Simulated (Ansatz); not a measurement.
**CH₇ClSn (built from SMILES Cl.[CH3][SnH3]): search for a transition state**

Is there a first-order saddle for this four-centre ligand exchange, which should form Sn1–Cl7, C2–H6 and break Sn1–C2, H6–Cl7, and which two structures does it connect?

Program: Ansatz 0.2.0, Gaussian basis. Level of theory: PBE0-D4, def2-SVP first, then def2-TZVP. These are calculated values, not measurements.

143 further runs of the same task are left out: 143 set aside as unsound or not needed. Runs told in other sessions of the task aren't counted.

## (1) The system as given

The guess: 10 atoms, charge 0, spin multiplicity 1.

Atoms are counted from 1 here; the program's logs count them from 0.

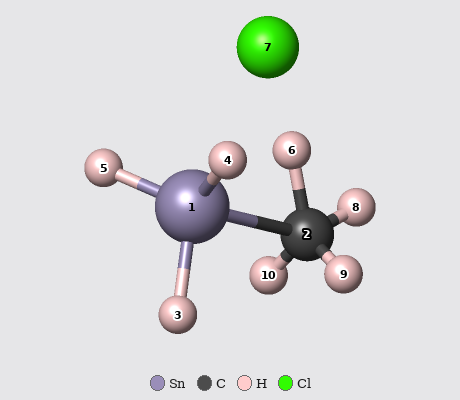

As it starts; tin purple, carbon dark grey, hydrogen pink, chlorine green; atoms are numbered from 1 in the order of the file.

As a file:

```
Sn   -1.0754   -0.5503   -0.4578
C     1.1776    0.0446    0.2611
H    -0.5578   -2.0976   -1.0063
H    -2.1267   -0.7603    0.8265
H    -1.5856    0.3431   -1.7768
H     0.2950    1.0218    0.4982
Cl   -0.8764    2.1829    0.7519
H     1.8213    0.7818    0.7528
H     1.2945   -0.8541    0.8653
H     1.6335   -0.1120   -0.7149
```

Distances that are to change: Sn1–Cl7 3.00 Å, C2–H6 1.34 Å, Sn1–C2 2.44 Å, H6–Cl7 1.67 Å.

## (2) Constrained relaxation of the guess

The input, hold/in.yaml:

```yaml
crystal:
  periodic: [false, false, false]
  atoms:
    - {symbol: Sn, position_ang: [-1.075400, -0.550300, -0.457800]}
    - {symbol: C, position_ang: [1.177600, 0.044600, 0.261100]}
    - {symbol: H, position_ang: [-0.557800, -2.097600, -1.006300]}
    - {symbol: H, position_ang: [-2.126700, -0.760300, 0.826500]}
    - {symbol: H, position_ang: [-1.585600, 0.343100, -1.776800]}
    - {symbol: H, position_ang: [0.295000, 1.021800, 0.498200]}
    - {symbol: Cl, position_ang: [-0.876400, 2.182900, 0.751900]}
    - {symbol: H, position_ang: [1.821300, 0.781800, 0.752800]}
    - {symbol: H, position_ang: [1.294500, -0.854100, 0.865300]}
    - {symbol: H, position_ang: [1.633500, -0.112000, -0.714900]}
basis:
  gaussian: {orbitals: def2-SVP}
hamiltonian: {xc: pbe0, dispersion: d4}
relax: {f_tol: 0.04, max_steps: 150, escape_saddle: false, constraints: [{distance: [0, 6]}, {distance: [1, 5]}, {distance: [0, 1]}, {distance: [5, 6]}]}
```

The run is started by

```
$ ansatz run in.yaml --threads 4 --pin off --events-out ev --progress --plain --max-ram 9574MiB
```

Log (excerpt; [...] marks lines left out):

```text
Functional definition: PBE0
  name "PBE0"
  cite "Adamo & Barone, J. Chem. Phys. 110, 6158 (1999) doi:10.1063/1.478522"
  cite "Perdew, Burke & Ernzerhof, Phys. Rev. Lett. 77, 3865 (1996) doi:10.1103/PhysRevLett.77.3865"
  parent pbe
[...]
1086 factors; integrals over basis functions are off by at most 3.6e-4 eV
[...]
mean field -19492.94971443 eV, -716.3526892094 hartree, gradient 4.3e-5 eV, S^2 0.000000; 0 other end points of the search recorded, 0 dependent functions left out
[...]
reference -19492.94974425 eV, -716.3526903051 hartree; 26, 26 occupied and 67, 67 virtual orbitals, 1086 factors
relax step   1: F+E_penalty+E_count = -19493.11968686 eV  Δ(F+E_penalty+E_count) = +0.000e0 eV  max|allowed force component| = 4.221e-1 eV/Å  Δτ_max = 0.0000 Å  (25 SCF iters, accepted)
[...]
relax step   3: F+E_penalty+E_count = -19493.18252930 eV  Δ(F+E_penalty+E_count) = -3.715e-2 eV  max|allowed force component| = 8.127e-2 eV/Å  Δτ_max = 0.0981 Å  (28 SCF iters, accepted)
[...]
relax step   4: F+E_penalty+E_count = -19493.18376223 eV  Δ(F+E_penalty+E_count) = -1.233e-3 eV  max|allowed force component| = 3.267e-2 eV/Å  Δτ_max = 0.0226 Å  (28 SCF iters, accepted)
  distance Sn 0 - Cl 6 held at 2.995556 Å   reaction = +2.7005e-1 eV/Å
  distance C 1 - H 5 held at 1.337953 Å   reaction = -2.2416e-1 eV/Å
  distance Sn 0 - C 1 held at 2.438592 Å   reaction = +4.9166e-1 eV/Å
  distance H 5 - Cl 6 held at 1.668741 Å   reaction = +1.2869e-1 eV/Å
1086 factors; integrals over basis functions are off by at most 3.6e-4 eV
mean field -19493.01343043 eV, -716.3550307291 hartree, gradient 1.9e-5 eV, S^2 0.000000; 1 other end points of the search recorded, 0 dependent functions left out
[...]
reference -19493.01346000 eV, -716.3550318159 hartree; 26, 26 occupied and 67, 67 virtual orbitals, 1086 factors
Total energy: -19493.18379180 eV, -716.3612913940 hartree
Atom 0 at    -1.093578    -0.528878    -0.453966 Å, force     0.484098     0.361472     0.252447 eV/Å
Atom 1 at     1.176371     0.016475     0.250772 Å, force    -0.301016    -0.252143    -0.179347 eV/Å
Atom 2 at    -0.467977    -2.053377    -0.978769 Å, force    -0.002731     0.000534    -0.000491 eV/Å
Atom 3 at    -2.125384    -0.767379     0.870965 Å, force     0.001456     0.002561    -0.001771 eV/Å
Atom 4 at    -1.566845     0.381844    -1.804485 Å, force    -0.000332     0.000767     0.005169 eV/Å
Atom 5 at     0.247269     0.955098     0.464955 Å, force    -0.271414     0.236936     0.047011 eV/Å
Atom 6 at    -0.830136     2.192218     0.770614 Å, force     0.055611    -0.334788    -0.131989 eV/Å
Atom 7 at     1.753680     0.824111     0.735268 Å, force     0.016217    -0.018844    -0.001507 eV/Å
Atom 8 at     1.282762    -0.875120     0.884809 Å, force     0.011339     0.005354     0.004441 eV/Å
Atom 9 at     1.623838    -0.145092    -0.740163 Å, force     0.006773    -0.001849     0.006036 eV/Å
Dipole moment:     0.235582    -0.843584    -0.312727 e Å
```

Wall time 16 s (4 threads of Intel Xeon at 2.50GHz, shared host).

The steps of the relaxation:

```tsv
step	energy from step 1 (eV)	largest force component (eV/Å)
1	0.0000	0.4221
2	-0.0257	0.3786
3	-0.0628	0.0813
4	-0.0641	0.0327
```

Close pairs (by a distance rule), those that changed most:

```tsv
bond	before (Å)	after (Å)	change (Å)
Sn1–H5	1.673	1.696	+0.023
Sn1–H4	1.673	1.696	+0.023
C2–H10	1.089	1.099	+0.011
C2–H9	1.089	1.099	+0.010
C2–H8	1.095	1.105	+0.009
Sn1–H3	1.721	1.729	+0.008
Sn1–C2	2.439	2.439	+0.000
C2–H6	1.338	1.338	+0.000
```

## (3) Force constants to start from

The input, hessian/in.yaml:

```yaml
crystal:
  periodic: [false, false, false]
  atoms:
    - {symbol: Sn, position_ang: [-1.093578, -0.528878, -0.453966]}
    - {symbol: C, position_ang: [1.176371, 0.016475, 0.250772]}
    - {symbol: H, position_ang: [-0.467977, -2.053377, -0.978769]}
    - {symbol: H, position_ang: [-2.125384, -0.767379, 0.870965]}
    - {symbol: H, position_ang: [-1.566845, 0.381844, -1.804485]}
    - {symbol: H, position_ang: [0.247269, 0.955098, 0.464955]}
    - {symbol: Cl, position_ang: [-0.830136, 2.192218, 0.770614]}
    - {symbol: H, position_ang: [1.753680, 0.824111, 0.735268]}
    - {symbol: H, position_ang: [1.282762, -0.875120, 0.884809]}
    - {symbol: H, position_ang: [1.623838, -0.145092, -0.740163]}
basis:
  gaussian: {orbitals: def2-SVP}
hamiltonian: {xc: pbe0, dispersion: d4}
phonons: {}
scf: {lower_state_search: off}
```

The run is started by

```
$ ansatz run in.yaml --threads 4 --pin off --events-out ev --progress --plain --max-ram 9574MiB
```

Log (excerpt; [...] marks lines left out):

```text
[... 5 set-up lines as earlier in the session ...]
[...]
1090 factors; integrals over basis functions are off by at most 3.6e-4 eV
[...]
mean field -19493.01343270 eV, -716.3550308126 hartree, gradient 1.9e-6 eV, S^2 0.000000; 0 other end points of the search recorded, 0 dependent functions left out
[...]
reference -19493.01346227 eV, -716.3550318994 hartree; 26, 26 occupied and 67, 67 virtual orbitals, 1090 factors
[... from here to the last solve, the lines of the solves are left out (59 solves) ...]
1090 factors; integrals over basis functions are off by at most 3.6e-4 eV
mean field -19493.01332876 eV, -716.3550269928 hartree, gradient 9.5e-7 eV, S^2 0.000000; 0 other end points of the search recorded, 0 dependent functions left out
[...]
WARN: phonons: modes at or below zero, which the zero-point energy, F, S and C_V leave out: 1, the lowest at -1002.21 cm⁻¹. A minimum has none, and a first-order saddle one
[...]
Atom 3 at    -2.125384    -0.767379     0.870965 Å, force     0.001455     0.002562    -0.001771 eV/Å
Atom 4 at    -1.566845     0.381844    -1.804485 Å, force    -0.000331     0.000764     0.005171 eV/Å
Atom 5 at     0.247269     0.955098     0.464955 Å, force    -0.271416     0.236931     0.047007 eV/Å
Atom 6 at    -0.830136     2.192218     0.770614 Å, force     0.055615    -0.334787    -0.131986 eV/Å
Atom 7 at     1.753680     0.824111     0.735268 Å, force     0.016209    -0.018845    -0.001512 eV/Å
Atom 8 at     1.282762    -0.875120     0.884809 Å, force     0.011336     0.005365     0.004434 eV/Å
Atom 9 at     1.623838    -0.145092    -0.740163 Å, force     0.006773    -0.001846     0.006037 eV/Å
Dipole moment:     0.235581    -0.843585    -0.312727 e Å
Vibrations: -1002.21 143.78 165.06 186.05 306.75 409.94 450.09 471.65 533.79 680.94 719.90 737.50 742.45 1113.75 1154.89 1304.45 1406.98 1530.08 1887.23 1982.04 2012.32 3055.75 3156.78 3200.73 cm⁻¹, zero-point energy 1.695662 eV
Checks for a lower state left out: stability, starts, cluster_reference, orbital_swaps, neighbouring_geometries, increment
```

Run time: 2 min. Hardware: 4 threads of Intel Xeon at 2.50GHz, shared host.

The structure is not stationary yet, so these wavenumbers are no spectrum; the search needs only the force constants.

## (4) Saddle search in the small basis

A small driver takes partitioned rational-function steps: uphill along one mode, downhill along the rest. It calls the program once a step for energy and forces and updates the Hessian by Bofill's formula. It stops when the largest force is under 0.04 eV/Å and the followed curvature is negative. The first step's input:

The input, presaddle/in.yaml:

```yaml
crystal:
  periodic: [false, false, false]
  atoms:
    - {symbol: Sn, position_ang: [-1.093578, -0.528878, -0.453966]}
    - {symbol: C, position_ang: [1.176371, 0.016475, 0.250772]}
    - {symbol: H, position_ang: [-0.467977, -2.053377, -0.978769]}
    - {symbol: H, position_ang: [-2.125384, -0.767379, 0.870965]}
    - {symbol: H, position_ang: [-1.566845, 0.381844, -1.804485]}
    - {symbol: H, position_ang: [0.247269, 0.955098, 0.464955]}
    - {symbol: Cl, position_ang: [-0.830136, 2.192218, 0.770614]}
    - {symbol: H, position_ang: [1.753680, 0.824111, 0.735268]}
    - {symbol: H, position_ang: [1.282762, -0.875120, 0.884809]}
    - {symbol: H, position_ang: [1.623838, -0.145092, -0.740163]}
basis:
  gaussian: {orbitals: def2-SVP}
hamiltonian: {xc: pbe0, dispersion: d4}
output: {forces: true}
scf: {lower_state_search: off}
```

The run is started by

```
$ ansatz run in.yaml --threads 4 --pin off --events-out ev --progress --plain --max-ram 9574MiB
```

The driver's record:

```tsv
step	energy (eV)	largest force (eV/Å)	followed curvature (eV/Å²)
1	-19493.18378	0.4841	-6.93
2	-19493.21842	0.0923	-7.10
3	-19493.21949	0.0161	-7.17
```

The 3 steps took 6.2 s in all (4 threads of Intel Xeon at 2.50GHz, shared host).

## (5) Saddle search in triple zeta

A small driver takes partitioned rational-function steps: uphill along one mode, downhill along the rest. It calls the program once a step for energy and forces and updates the Hessian by Bofill's formula. It stops when the largest force is under 0.01 eV/Å and the followed curvature is negative. The first step's input:

The input, saddle/in.yaml:

```yaml
crystal:
  periodic: [false, false, false]
  atoms:
    - {symbol: Sn, position_ang: [-1.069774, -0.469291, -0.426145]}
    - {symbol: C, position_ang: [1.169220, 0.008954, 0.247375]}
    - {symbol: H, position_ang: [-0.436519, -1.995803, -0.956651]}
    - {symbol: H, position_ang: [-2.118672, -0.771607, 0.875540]}
    - {symbol: H, position_ang: [-1.561215, 0.391236, -1.805809]}
    - {symbol: H, position_ang: [0.257294, 0.961390, 0.470178]}
    - {symbol: Cl, position_ang: [-0.890507, 2.130649, 0.738467]}
    - {symbol: H, position_ang: [1.787439, 0.798080, 0.714396]}
    - {symbol: H, position_ang: [1.261608, -0.878496, 0.889242]}
    - {symbol: H, position_ang: [1.601126, -0.175211, -0.746592]}
basis:
  gaussian: {orbitals: def2-TZVP}
hamiltonian: {xc: pbe0, dispersion: d4}
output: {forces: true}
scf: {lower_state_search: off}
```

The run is started by

```
$ ansatz run in.yaml --threads 4 --pin off --events-out ev --progress --plain --max-ram 9574MiB
```

Step by step:

```tsv
step	energy (eV)	largest force (eV/Å)	followed curvature (eV/Å²)
1	-19499.09871	0.2592	-7.17
2	-19499.11139	0.0348	-7.18
3	-19499.11173	0.0068	-7.18
```

The 3 steps took 10 s in all (4 threads of Intel Xeon at 2.50GHz, shared host).

Geometry at the end of the search:

```xyz
10

Sn   -1.0489   -0.4894   -0.4308
C     1.1529    0.0064    0.2433
H    -0.4347   -2.0121   -0.9653
H    -2.0759   -0.7516    0.8846
H    -1.5231    0.4070   -1.7818
H     0.2346    0.9394    0.4555
Cl   -0.8873    2.1477    0.7464
H     1.7565    0.7972    0.7055
H     1.2440   -0.8701    0.8853
H     1.5819   -0.1747   -0.7426
```

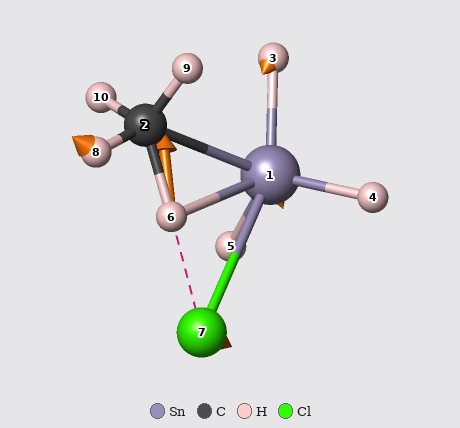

The point found; arrows show the followed mode. Pairs that react are joined by broken lines, hidden where the pair is close enough to be drawn as a bond.

## (6) Checking the order of the point

The input, vib/in.yaml:

```yaml
crystal:
  periodic: [false, false, false]
  atoms:
    - {symbol: Sn, position_ang: [-1.048896, -0.489434, -0.430823]}
    - {symbol: C, position_ang: [1.152877, 0.006448, 0.243314]}
    - {symbol: H, position_ang: [-0.434665, -2.012054, -0.965334]}
    - {symbol: H, position_ang: [-2.075904, -0.751563, 0.884591]}
    - {symbol: H, position_ang: [-1.523089, 0.407045, -1.781839]}
    - {symbol: H, position_ang: [0.234590, 0.939356, 0.455465]}
    - {symbol: Cl, position_ang: [-0.887261, 2.147694, 0.746417]}
    - {symbol: H, position_ang: [1.756512, 0.797181, 0.705479]}
    - {symbol: H, position_ang: [1.243974, -0.870088, 0.885300]}
    - {symbol: H, position_ang: [1.581862, -0.174684, -0.742569]}
basis:
  gaussian: {orbitals: def2-TZVP}
hamiltonian: {xc: pbe0, dispersion: d4}
phonons: {temperatures: {t_min: 298.15, t_max: 900, t_step: 200}}
```

The run is started by

```
$ ansatz run in.yaml --threads 4 --pin off --events-out ev --progress --plain --max-ram 9574MiB
```

Log (excerpt; [...] marks lines left out):

```text
[... 5 set-up lines as earlier in the session ...]
[...]
1217 factors; their error is unknown
[...]
mean field -19498.93914069 eV, -716.5727965646 hartree, gradient 1.3e-5 eV, S^2 0.000000; 0 other end points of the search recorded, 0 dependent functions left out
[...]
reference -19498.93917674 eV, -716.5727978896 hartree; 26, 26 occupied and 134, 134 virtual orbitals, 1217 factors
[... from here to the last solve, the lines of the solves are left out (59 solves) ...]
1217 factors; their error is unknown
mean field -19498.93904681 eV, -716.5727931146 hartree, gradient 1.5e-6 eV, S^2 0.000000; 0 other end points of the search recorded, 0 dependent functions left out
[...]
WARN: phonons: modes at or below zero, which the zero-point energy, F, S and C_V leave out: 1, the lowest at -953.56 cm⁻¹. A minimum has none, and a first-order saddle one
[...]
Atom 2 at    -0.434665    -2.012054    -0.965334 Å, force     0.000001     0.002196     0.001894 eV/Å
Atom 3 at    -2.075904    -0.751563     0.884591 Å, force    -0.001871    -0.000640     0.003208 eV/Å
Atom 4 at    -1.523089     0.407045    -1.781839 Å, force    -0.000370     0.001166    -0.003489 eV/Å
Atom 5 at     0.234590     0.939356     0.455465 Å, force     0.002253     0.002099     0.000425 eV/Å
Atom 6 at    -0.887261     2.147694     0.746417 Å, force    -0.002623     0.003088     0.001433 eV/Å
Atom 7 at     1.756512     0.797181     0.705479 Å, force     0.001850    -0.001667     0.001684 eV/Å
Atom 8 at     1.243974    -0.870088     0.885300 Å, force     0.001191     0.001624    -0.002973 eV/Å
Atom 9 at     1.581862    -0.174684    -0.742569 Å, force    -0.001164    -0.000394     0.002177 eV/Å
Dipole moment:     0.309863    -0.794932    -0.280444 e Å
Vibrations: -953.56 169.24 181.80 210.36 324.94 439.11 479.67 494.86 544.40 682.09 731.90 741.92 779.20 1155.52 1197.84 1330.67 1435.03 1552.63 1880.96 1995.92 2024.62 3045.79 3126.75 3175.21 cm⁻¹, zero-point energy 1.717206 eV
```

Wall time 3.2 min (4 threads of Intel Xeon at 2.50GHz, shared host).

Wavenumbers and character of the modes:

```tsv
mode	wavenumber (cm⁻¹)	character
1	954i	changes C2–H6, H6–Cl7
2	169	bend
3	182	Sn–Cl stretch
4	210	bend
5	325	bend
6	439	bend
7	480	bend with Sn–C stretch
8	495	bend
9	544	bend with C–H stretch
10	682	bend
11	732	bend
12	742	bend
13	779	bend with Sn–H stretch
14	1156	bend
15	1198	bend
16	1331	bend
17	1435	bend
18	1553	bend
19	1881	Sn–H stretch
20	1996	Sn–H stretch
21	2025	Sn–H stretch
22	3046	C–H stretch
23	3127	C–H stretch
24	3175	C–H stretch
```

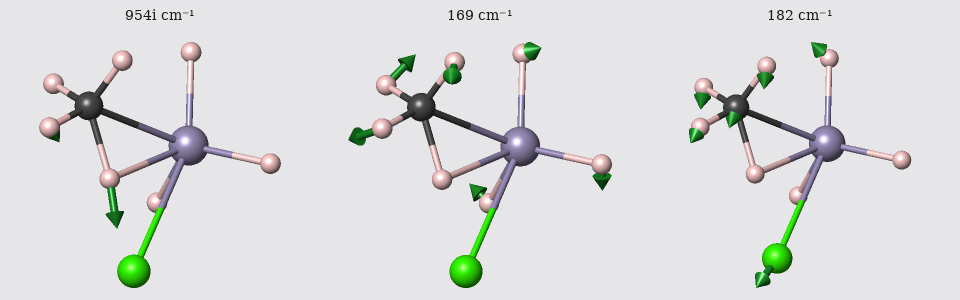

How the atoms move in 3 of the modes.

Vibrational sums (real modes only):

```tsv
T (K)	entropy (J/mol/K)	heat capacity (J/mol/K)
298	50.5	67.5
498	93.5	100.4
698	131.1	122.8
898	164.1	138.8
```

## (7) Relaxing after a step of 0.30 Å one way along the mode

The input, downa/in.yaml:

```yaml
crystal:
  periodic: [false, false, false]
  atoms:
    - {symbol: Sn, position_ang: [-1.143244, -0.412046, -0.417093]}
    - {symbol: C, position_ang: [1.200803, 0.065100, 0.278247]}
    - {symbol: H, position_ang: [-0.416362, -1.936496, -0.929169]}
    - {symbol: H, position_ang: [-2.103227, -0.764903, 0.909064]}
    - {symbol: H, position_ang: [-1.538660, 0.418808, -1.815301]}
    - {symbol: H, position_ang: [0.388135, 0.692454, 0.381551]}
    - {symbol: Cl, position_ang: [-1.019052, 2.126379, 0.709931]}
    - {symbol: H, position_ang: [1.868343, 0.800946, 0.729563]}
    - {symbol: H, position_ang: [1.211161, -0.843026, 0.892698]}
    - {symbol: H, position_ang: [1.552103, -0.147317, -0.739491]}
basis:
  gaussian: {orbitals: def2-TZVP}
hamiltonian: {xc: pbe0, dispersion: d4}
relax: {f_tol: 0.005, max_steps: 200}
```

The run is started by

```
$ ansatz run in.yaml --threads 4 --pin off --events-out ev --progress --plain --max-ram 9574MiB
```

Log (excerpt; [...] marks lines left out):

```text
[... 5 set-up lines as earlier in the session ...]
[...]
1217 factors; their error is unknown
[...]
mean field -19499.04038988 eV, -716.5765174037 hartree, gradient 9.5e-6 eV, S^2 0.000000; 0 other end points of the search recorded, 0 dependent functions left out
[...]
reference -19499.04042594 eV, -716.5765187289 hartree; 26, 26 occupied and 134, 134 virtual orbitals, 1217 factors
relax step   1: F+E_penalty+E_count = -19499.21092544 eV  Δ(F+E_penalty+E_count) = +0.000e0 eV  max|allowed force component| = 3.468e0 eV/Å  Δτ_max = 0.0000 Å  (29 SCF iters, accepted)
[...]
Atom 0 at    -2.143534    -0.274354    -0.565300 Å, force     0.000454    -0.000249    -0.000014 eV/Å
Atom 1 at     2.102767     0.111233     0.486232 Å, force    -0.003967    -0.000235    -0.000987 eV/Å
Atom 2 at    -0.689602    -1.149561    -0.645055 Å, force    -0.000566     0.000610     0.000148 eV/Å
Atom 3 at    -3.295497    -1.003310     0.450441 Å, force     0.000140     0.000031    -0.000076 eV/Å
Atom 4 at    -2.770146     0.101870    -2.100207 Å, force     0.000083    -0.000082     0.000105 eV/Å
Atom 5 at     1.300359     0.834370     0.630323 Å, force     0.003068    -0.000848     0.000255 eV/Å
Atom 6 at    -1.619166     1.772300     0.429457 Å, force    -0.000070    -0.000075    -0.000054 eV/Å
Atom 7 at     3.039033     0.525658     0.859231 Å, force    -0.000075     0.001418     0.000619 eV/Å
Atom 8 at     1.870879    -0.804415     1.030272 Å, force     0.000477    -0.000315    -0.000056 eV/Å
Atom 9 at     2.204907    -0.113893    -0.575395 Å, force     0.000456    -0.000256     0.000059 eV/Å
Dipole moment:    -0.125939    -0.446113    -0.219266 e Å
```

Wall time 59 s (4 threads of Intel Xeon at 2.50GHz, shared host).

Along the way: (the energy doesn't fall at every step)

```tsv
step	energy from step 1 (eV)	largest force component (eV/Å)
1	0.0000	3.4683
2	-0.5784	1.3980
3	-1.1202	1.1415
4	-1.6074	0.9891
5	-1.9152	0.5478
6	-2.1313	0.2565
7	-2.2288	0.2856
8	-2.2626	0.0916
9	-2.2269	0.3008
10	-2.2679	0.0116
11	-2.2685	0.0045
12	-2.2688	0.0087
13	-2.2688	0.0069
14	-2.2688	0.0040
```

Distances of close pairs at the start and the end, largest changes first:

```tsv
bond	before (Å)	after (Å)	change (Å)
Sn1–C2	2.491	4.392	+1.900
Sn1–H6	2.050	3.810	+1.760
Sn1–Cl7	2.780	2.335	-0.445
Sn1–H3	1.765	1.699	-0.066
C2–H6	1.032	1.090	+0.058
Sn1–H5	1.674	1.700	+0.026
Sn1–H4	1.675	1.700	+0.025
C2–H10	1.097	1.090	-0.007
```

(Part 1 of 2 ends here.)
